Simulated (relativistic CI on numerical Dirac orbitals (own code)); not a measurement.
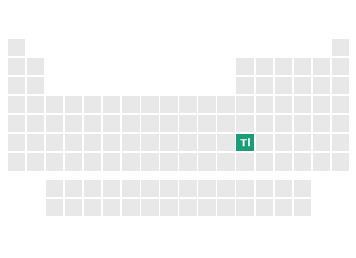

**Figure 1.** The place of thallium in the periodic table.

## Relativistic CI calculation for Tl²⁺

- system: Tl²⁺.
- method: Dirac-Coulomb-Breit CI, KLI orbitals optimised for each configuration, model QED (radiative potential, 1s self-energy scaled to tabulated hydrogen-like ionisation energies), numerical settings as typed (relativistic CI on numerical Dirac orbitals, in-house)

The input:
```
atom Tl  Z=81  charge=4  electrons=77
nucleus A=205  rms_radius_fm=5.4759
hamiltonian dirac-coulomb  breit=on  qed=on  c_scale=1
orbitals kli  potential=per-configuration
slater_scale 1
correlation none
mixing on
grid step=0.0125 r_max=86.5
scf mixing=0.4 start=green max_iterations=77 tolerance=2e-08 node_fill=0.05
configurations
  [Xe] 4f14 5d10 6s
  [Xe] 4f14 5d10 6p
end
```

Launched within a batch (the task file carries these settings):
```bash
python <driver script> task.json out
```

The program writes its results to a structured record and prints no log; tables and figures of this report are taken from that record.

Outcome:

- outcome: refused by the program
- hardware: 1 CPU thread, shared host

Diagnosis:

The input is odd on purpose: charge. The program refused the input; the driver noted: configuration [Xe] 4f14 5d10 6s has 79 electrons, the ion has 77.
